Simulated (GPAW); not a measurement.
**Screening of a field by a 7-layer slab of Rh(111)**

Aim: the dipole that a field along the normal induces in a 7-layer slab of Rh(111).

Calculated with GPAW 26.7.0; GPAW, PAW setups; slab in vacuum, relaxation, in the first sound run; inputs show where later runs differ.

## 1. The starting structure

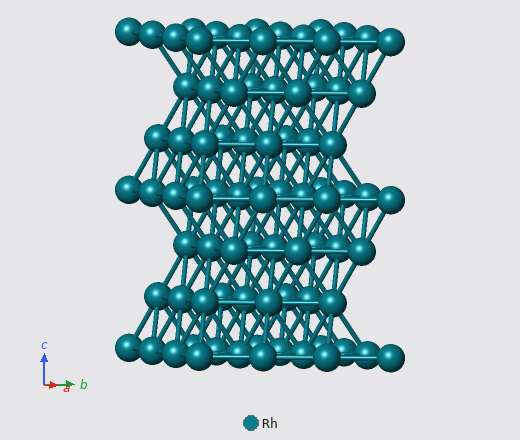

The starting structure, seen from the side, with the c axis up (rhodium blue). 3×3×1 cells are drawn. Some periodic images of atoms are drawn too.

The cell holds 7 atoms: 7 Rh. Cell: a = 2.687 Å, b = 2.687 Å, c = 29.164 Å, α = 90.0°, β = 90.0°, γ = 60.0°. Vacuum lies along c.

## 2. Relaxing the atoms

The atoms are relaxed first, since the surface dipole, and with it the work function, follows the positions of the outer layers. The lowest 3 atoms are held at bulk positions and keep their forces.

run.py reads:

```python
import json
import numpy as np
from ase import Atoms
from ase.constraints import FixAtoms
from ase.optimize import BFGS
from gpaw import GPAW, PW

slab = Atoms(
    ['Rh', 'Rh', 'Rh', 'Rh', 'Rh', 'Rh', 'Rh'],
    positions=[
        [0.00000, 0.00000, 8.00000],
        [1.34350, 0.77567, 10.19393],
        [2.68701, 1.55134, 12.38786],
        [0.00000, 0.00000, 14.58179],
        [1.34350, 0.77567, 16.77572],
        [2.68701, 1.55134, 18.96966],
        [0.00000, 0.00000, 21.16359]],
    cell=[[2.68701, 0.0, 0.0], [1.3435, 2.32702, 0.0], [0.0, 0.0, 29.16359]],
    pbc=[True, True, False])

slab.calc = GPAW(mode=PW(400), xc='PBE', kpts={'size': (13, 13, 1), 'gamma': True},
                 occupations={'name': 'fermi-dirac', 'width': 0.1}, nbands='160%',
                 convergence={'density': 1e-05}, maxiter=200,
                 poissonsolver={'dipolelayer': 'xy'},
                 symmetry={'tolerance': 1e-3, 'extra_ids': [1, 1, 1, 0, 0, 0, 0]}, txt='slab.txt')
result = {}
slab.set_constraint(FixAtoms([0, 1, 2]))
path = []
opt = BFGS(slab, maxstep=0.2)
opt.attach(lambda: path.append((slab.get_potential_energy(), slab.positions.tolist(), slab.get_forces().tolist())))
result['relaxed'] = bool(opt.run(fmax=0.03, steps=40))
result['path'] = path
energy = slab.get_potential_energy()
fermi = slab.calc.get_fermi_level()
v = slab.calc.get_electrostatic_potential().mean((0, 1)) - fermi
n = slab.calc.get_pseudo_density().mean((0, 1))
L = slab.cell[2, 2]
z = np.arange(len(v)) * L / len(v)
low, high = slab.positions[:, 2].min(), slab.positions[:, 2].max()
below, above = np.interp([low - 5.8, high + 5.8], z, v)
slopes = [np.interp(x, z, np.gradient(v, z)) for x in (low - 5.8, high + 5.8)]
eps = np.array([[slab.calc.get_eigenvalues(k, s) for k in range(len(slab.calc.get_ibz_k_points()))]
                for s in range(slab.calc.get_number_of_spins())]) - fermi
top, bottom = eps[eps < 0].max(), eps[eps > 0].min()
dipole = slab.get_dipole_moment()[2]
print(f'energy {energy:.4f} eV, Fermi level {fermi:.4f} eV, dipole {dipole:.5f} e A')
print(f'potential 5.8 A off the faces, from the Fermi level: lower {below:.4f} eV, upper {above:.4f} eV')
print(f'slope of the potential there: lower {slopes[0]:.5f}, upper {slopes[1]:.5f} eV/A')
print(f'nearest levels on the mesh: {top:.4f} and {bottom:.4f} eV')
print('magnetic moment', round(slab.get_magnetic_moment(), 3))
result.update(energy=energy, fermi=fermi, dipole=dipole, below=below, above=above, slopes=slopes, edges=[top, bottom],
              z=z.tolist(), v=v.tolist(), n=n.tolist(), positions=slab.positions.tolist(),
              forces=slab.get_forces(apply_constraint=False).tolist(), moments=slab.get_magnetic_moments().tolist())
json.dump(result, open('result.json', 'w'))
```

Launch:

```sh
OMP_NUM_THREADS=1 OPENBLAS_NUM_THREADS=1 python run.py
```

The log of the run:

```text
Step          Energy          fmax
BFGS:    0      -49.532228        0.220409
BFGS:    1      -49.533341        0.193359
BFGS:    2      -49.538260        0.223534
BFGS:    3      -49.539238        0.221681
BFGS:    4      -49.548951        0.134460
BFGS:    5      -49.550076        0.117318
BFGS:    6      -49.550904        0.104142
BFGS:    7      -49.551989        0.106503
BFGS:    8      -49.552457        0.076353
BFGS:    9      -49.552641        0.032227
BFGS:   10      -49.552686        0.021352
energy -49.3704 eV, Fermi level 3.8093 eV, dipole -0.00081 e A
potential 5.8 A off the faces, from the Fermi level: lower 5.1484 eV, upper 5.1531 eV
slope of the potential there: lower 0.00010, upper 0.00002 eV/A
nearest levels on the mesh: -0.0004 and 0.0183 eV
magnetic moment 0.0
```

Wall time 27 min (1 thread of Intel Xeon 6975P-C (Granite Rapids), shared host); peak memory 0.29 GiB.

Step by step:

```csv
step,energy less that of the first step (eV),largest force (eV/Å)
1,0.0000,0.2204
2,-0.0012,0.1934
3,-0.0069,0.2235
4,-0.0078,0.2217
5,-0.0167,0.1345
6,-0.0174,0.1173
7,-0.0178,0.1041
8,-0.0183,0.1065
9,-0.0186,0.0764
10,-0.0187,0.0322
11,-0.0188,0.0214
```

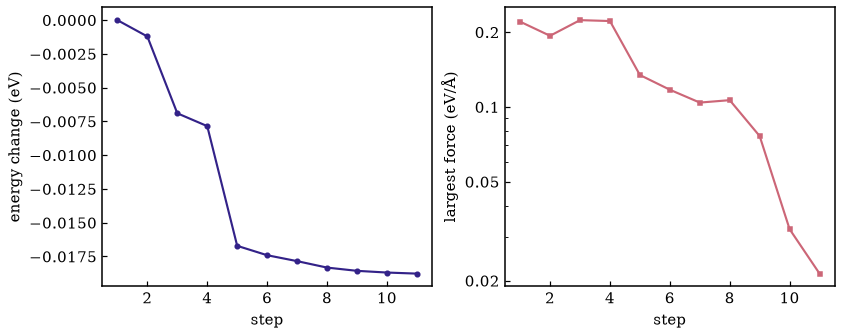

Energy and largest force along the relaxation.

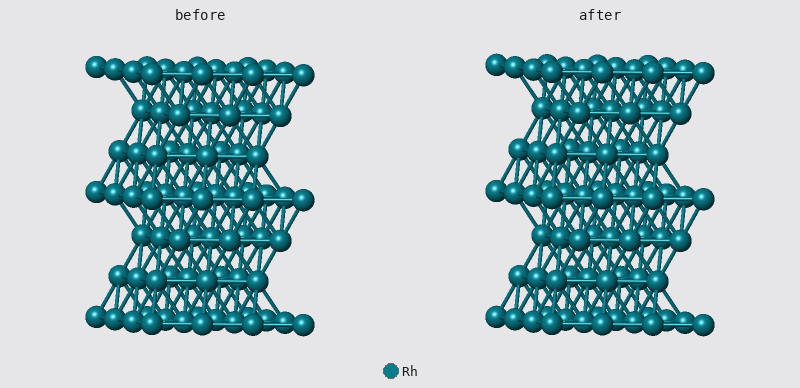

Before and after, at one scale.

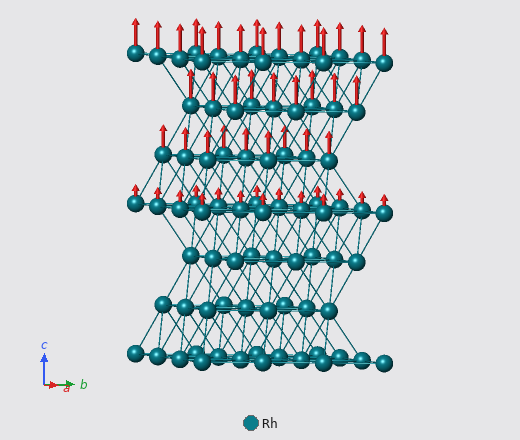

Displacements in the relaxation, exaggerated; the longest in the cell stands for 0.12 Å. 3×3×1 cells are drawn. Some periodic images of atoms are drawn too.

The atoms that moved most (Å):

```csv
atom,dx,dy,dz,length
Rh6,0.000,0.000,0.117,0.117
Rh7,0.000,0.000,0.112,0.112
Rh5,0.000,0.000,0.092,0.092
Rh4,0.000,0.000,0.049,0.049
```

The relaxed structure:

```xyz
7
Lattice="2.6870 0.0000 0.0000 1.3435 2.3270 0.0000 0.0000 0.0000 29.1636" Properties=species:S:1:pos:R:3
Rh    0.0000    0.0000    8.0000
Rh    1.3435    0.7757   10.1939
Rh    2.6870    1.5513   12.3879
Rh    0.0000    0.0000   14.6308
Rh    1.3435    0.7757   16.8676
Rh    2.6870    1.5513   19.0870
Rh    0.0000    0.0000   21.2759
```

Numbers from this step:

```
dipole along the normal                    : -8.12e-4 e·Å
levels nearest the Fermi level on the mesh : -3.86e-4, 0.01828 eV from the Fermi level
upper work function                        : 5.153 eV
lower work function                        : 5.148 eV
```

The electrostatic potential energy of an electron (without an applied field's), less the Fermi level, planar mean oscillates, so the rows of the table below give means over windows of 2.27 Å about each position, cut where the curve ends. Its maxima inside the range that stand out by 2 % of the span (Å: eV): 9.1: -0.626, 11.3: -0.909, 13.5: -0.381, 15.8: -0.435, 17.9: -0.660, 20.2: -0.664. Its minima: 8.0: -25.8, 10.2: -26.1, 12.4: -26.1, 14.6: -26.0, 16.9: -26.2, 19.1: -26.2, 21.3: -25.9.

Electrostatic potential energy of an electron (without an applied field's), less the Fermi level, planar mean against z; means over each step:

```csv
z (Å),"electrostatic potential energy of an electron (without an applied field's), less the Fermi level, planar mean (eV)"
1.14,5.15
3.41,5.15
5.68,4.70
7.95,-10.8
10.22,-11.5
12.49,-11.4
14.76,-11.3
17.03,-11.4
19.30,-11.5
21.57,-10.4
23.84,4.91
26.11,5.15
28.38,5.15
```

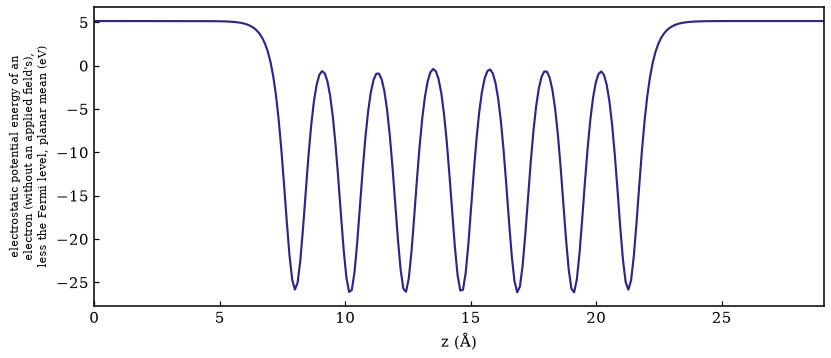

Electrostatic potential energy of an electron (without an applied field's), less the Fermi level, planar mean against z.

The pseudo valence density, planar mean oscillates, so the rows of the table below give means over windows of 2.16 Å about each position, cut where the curve ends. Its maxima inside the range that stand out by 2 % of the span (Å: e/Å³): 8.0: 2.59, 10.2: 2.58, 12.3: 2.52, 14.7: 2.55, 16.9: 2.60, 19.0: 2.52, 21.2: 2.44. Its minima: 9.1: 0.324, 11.2: 0.325, 13.6: 0.310, 15.8: 0.302, 17.9: 0.312, 20.1: 0.333.

Pseudo valence density, planar mean against z; means over each step:

```csv
z (Å),"pseudo valence density, planar mean (e/Å³)"
3.24,2.6e-5
5.40,0.00771
7.56,1.02
9.72,1.10
11.88,1.10
14.04,1.08
16.20,1.07
18.36,1.07
20.52,1.09
22.68,0.236
24.84,6.1e-4
27.00,0
```

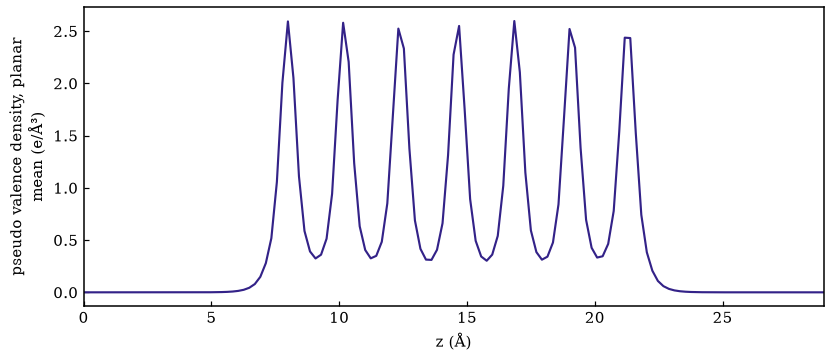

Pseudo valence density, planar mean against z.

The relaxation lowered the energy of the cell by 0.0188 eV (energies extrapolated to zero smearing; the optimiser's log prints free energies). The largest force left on a free atom is 0.021 eV/Å.

## 3. Plane waves, PBE

With the geometry fixed, the planar mean of the potential gives the vacuum level on each side.

This step: GPAW, PAW setups; slab in vacuum (GPAW 26.7.0).

run.py, as its differences from that of step 2:

```diff
@@ -3,4 +3,2 @@
 from ase import Atoms
-from ase.constraints import FixAtoms
-from ase.optimize import BFGS
 from gpaw import GPAW, PW
@@ -13,6 +11,6 @@
         [2.68701, 1.55134, 12.38786],
-        [0.00000, 0.00000, 14.58179],
-        [1.34350, 0.77567, 16.77572],
-        [2.68701, 1.55134, 18.96966],
-        [0.00000, 0.00000, 21.16359]],
+        [-0.00000, 0.00000, 14.63078],
+        [1.34350, 0.77567, 16.86765],
+        [2.68701, 1.55134, 19.08697],
+        [-0.00000, -0.00000, 21.27595]],
     cell=[[2.68701, 0.0, 0.0], [1.3435, 2.32702, 0.0], [0.0, 0.0, 29.16359]],
@@ -24,10 +22,4 @@
                  poissonsolver={'dipolelayer': 'xy'},
-                 symmetry={'tolerance': 1e-3, 'extra_ids': [1, 1, 1, 0, 0, 0, 0]}, txt='slab.txt')
+                 symmetry={'tolerance': 1e-3}, txt='slab.txt')
 result = {}
-slab.set_constraint(FixAtoms([0, 1, 2]))
-path = []
-opt = BFGS(slab, maxstep=0.2)
-opt.attach(lambda: path.append((slab.get_potential_energy(), slab.positions.tolist(), slab.get_forces().tolist())))
-result['relaxed'] = bool(opt.run(fmax=0.03, steps=40))
-result['path'] = path
 energy = slab.get_potential_energy()
```

The log of the run:

```text
energy -49.3704 eV, Fermi level 3.8092 eV, dipole -0.00046 e A
potential 5.8 A off the faces, from the Fermi level: lower 5.1490 eV, upper 5.1537 eV
slope of the potential there: lower 0.00000, upper 0.00012 eV/A
nearest levels on the mesh: -0.0004 and 0.0183 eV
magnetic moment 0.0
```

Wall time 5.7 min (1 thread); peak memory 0.29 GiB.

Numbers from this step:

```
dipole along the normal                    : -4.59e-4 e·Å
levels nearest the Fermi level on the mesh : -3.69e-4, 0.01828 eV from the Fermi level
upper work function                        : 5.154 eV
lower work function                        : 5.149 eV
```

The electrostatic potential energy of an electron (without an applied field's), less the Fermi level, planar mean oscillates, so the rows of the table below give means over windows of 2.27 Å about each position, cut where the curve ends. Its maxima inside the range that stand out by 2 % of the span (Å: eV): 9.1: -0.626, 11.3: -0.909, 13.5: -0.381, 15.8: -0.435, 17.9: -0.660, 20.2: -0.664. Its minima: 8.0: -25.8, 10.2: -26.1, 12.4: -26.1, 14.6: -26.0, 16.9: -26.2, 19.1: -26.2, 21.3: -25.9.

The electrostatic potential energy of an electron (without an applied field's), less the Fermi level, planar mean by z; means over each step:

(Unchanged from step 2.)

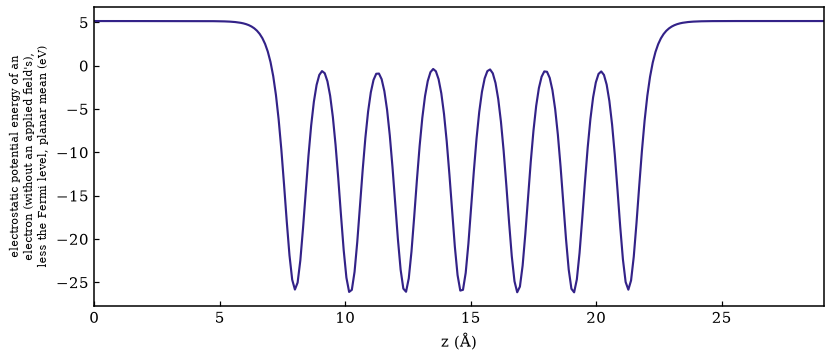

Electrostatic potential energy of an electron (without an applied field's), less the Fermi level, planar mean against z.

The pseudo valence density, planar mean oscillates, so the rows of the table below give means over windows of 2.16 Å about each position, cut where the curve ends. Its maxima inside the range that stand out by 2 % of the span (Å: e/Å³): 8.0: 2.59, 10.2: 2.58, 12.3: 2.52, 14.7: 2.55, 16.9: 2.60, 19.0: 2.52, 21.2: 2.44. Its minima: 9.1: 0.324, 11.2: 0.325, 13.6: 0.310, 15.8: 0.302, 17.9: 0.312, 20.1: 0.333.

The pseudo valence density, planar mean by z; means over each step:

```csv
z (Å),"pseudo valence density, planar mean (e/Å³)"
3.24,2.6e-5
5.40,0.00771
7.56,1.02
9.72,1.10
11.88,1.10
14.04,1.08
16.20,1.07
18.36,1.07
20.52,1.09
22.68,0.236
24.84,6.1e-4
27.00,0
```

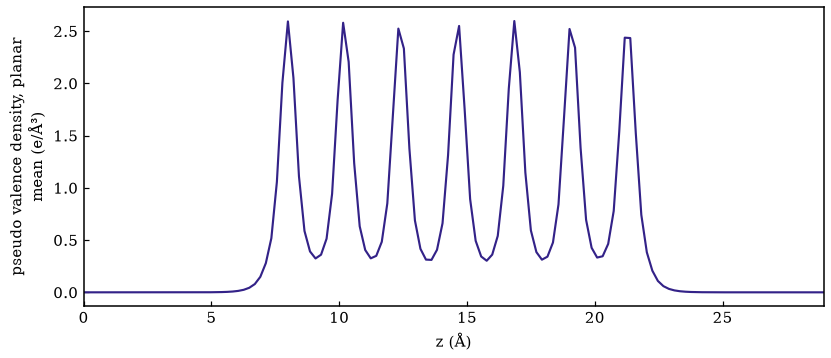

Pseudo valence density, planar mean against z.

Force by atom:

```csv
atom,x (eV/Å),y (eV/Å),z (eV/Å),size
Rh1,0.000,0.000,0.010,0.010
Rh2,0.000,0.000,-0.170,0.170
Rh3,0.000,0.000,0.163,0.163
Rh4,0.000,0.000,-0.014,0.014
Rh5,0.000,0.000,0.022,0.022
Rh6,0.000,0.000,-0.019,0.019
Rh7,0.000,0.000,0.008,0.008
```

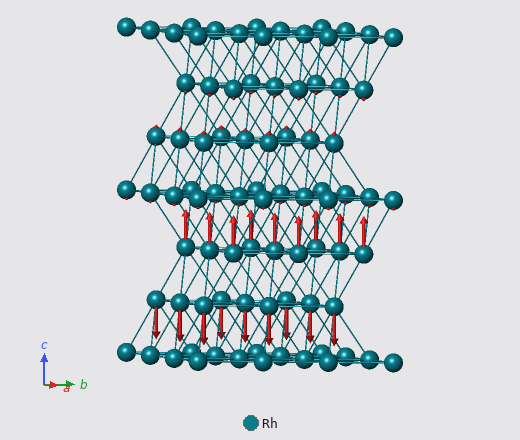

Force as arrows, the longest 0.170 eV/Å. 3×3×1 cells are drawn. Some periodic images of atoms are drawn too.

The potential is flat to 1.2e-4 eV/Å where it is read, so the vacuum is wide enough.

## 4. Field on

A uniform field along the normal polarises the slab; the atoms stay fixed, so this is the electronic response alone.

run.py, as its differences from that of step 3:

```diff
@@ -4,2 +4,3 @@
 from gpaw import GPAW, PW
+from gpaw.external import ConstantElectricField
 
@@ -22,2 +23,3 @@
                  poissonsolver={'dipolelayer': 'xy'},
+                 external=ConstantElectricField(-0.2, [0, 0, 1]),
                  symmetry={'tolerance': 1e-3}, txt='slab.txt')
```

The log of the run:

```text
energy -49.3820 eV, Fermi level 3.8027 eV, dipole -0.11503 e A
potential 5.8 A off the faces, from the Fermi level: lower 3.5024 eV, upper 6.8310 eV
slope of the potential there: lower -0.00005, upper 0.00015 eV/A
nearest levels on the mesh: -0.0004 and 0.0183 eV
magnetic moment 0.0
```

Elapsed: 20 min, on 1 thread; peak memory 0.67 GiB.

Numbers from this step:

```yaml
dipole_along_the_normal: -0.1150 e·Å
levels_nearest_the_fermi_level_on_the_mesh: -4.40e-4, 0.01835 eV from the Fermi level
potential_below_the_slab_the_applied_field_s_own_ramp_left_out: 3.502 eV from the Fermi level
potential_above_the_slab_the_applied_field_s_own_ramp_left_out: 6.831 eV from the Fermi level
```

The electrostatic potential energy of an electron (without an applied field's), less the Fermi level, planar mean oscillates, so the rows of the table below give means over windows of 2.27 Å about each position, cut where the curve ends. Its maxima inside the range that stand out by 2 % of the span (Å: eV): 9.1: -1.73, 11.3: -1.56, 13.5: -0.597, 15.8: -0.197, 17.9: 0.00951, 20.2: 0.459, 28.7: 6.83. Its minima: 8.0: -27.2, 10.2: -27.0, 12.4: -26.5, 14.6: -26.0, 16.9: -25.7, 19.1: -25.3, 21.3: -24.5.

Table of electrostatic potential energy of an electron (without an applied field's), less the Fermi level, planar mean by z; means over each step:

```csv
z (Å),"electrostatic potential energy of an electron (without an applied field's), less the Fermi level, planar mean (eV)"
1.14,3.64
3.41,3.50
5.68,3.08
7.95,-12.1
10.22,-12.4
12.49,-11.8
14.76,-11.3
17.03,-10.9
19.30,-10.6
21.57,-8.97
23.84,6.57
26.11,6.83
28.38,6.74
```

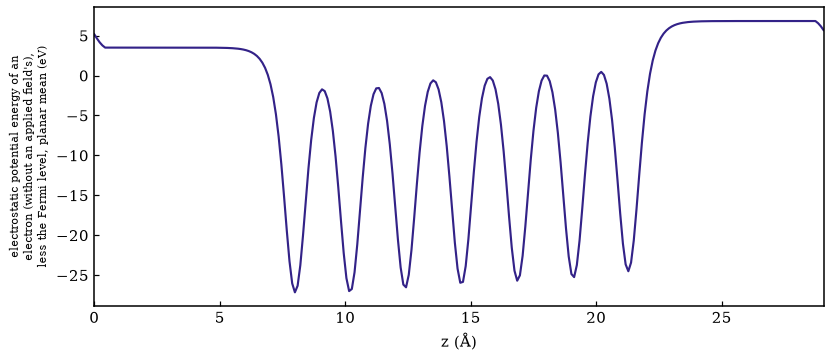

Electrostatic potential energy of an electron (without an applied field's), less the Fermi level, planar mean against z.

Force by atom:

```csv
atom,x (eV/Å),y (eV/Å),z (eV/Å),size
Rh1,0.000,0.000,0.012,0.012
Rh2,0.000,0.000,-0.171,0.171
Rh3,0.000,0.000,0.160,0.160
Rh4,0.000,0.000,-0.013,0.013
Rh5,0.000,0.000,0.020,0.020
Rh6,0.000,0.000,-0.018,0.018
Rh7,0.000,0.000,0.014,0.014
```

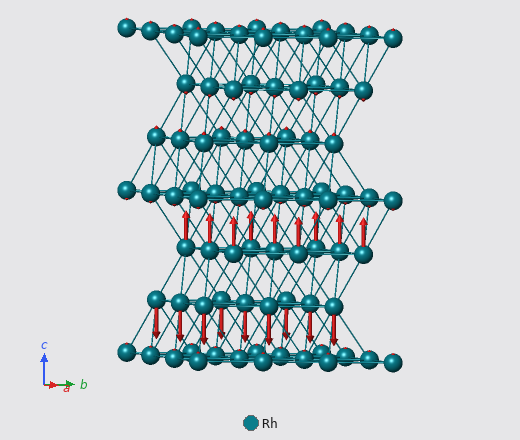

Force as arrows, the longest 0.171 eV/Å. 3×3×1 cells are drawn. Some periodic images of atoms are drawn too.

The dipole is now -0.115 e Å, against -4.6e-4 in the run without a field.

(Continued in part 2 of 2.)

[Logs are printed without paths, hosts, clocks, repeated set-up lines and the standing remarks that a program may print on its own settings, such as how far it seeks lower states.]

[Hosts, paths, dates, database ids (printed as entryN), source tags and the programs' standing remarks are cut or masked in the printed files.]
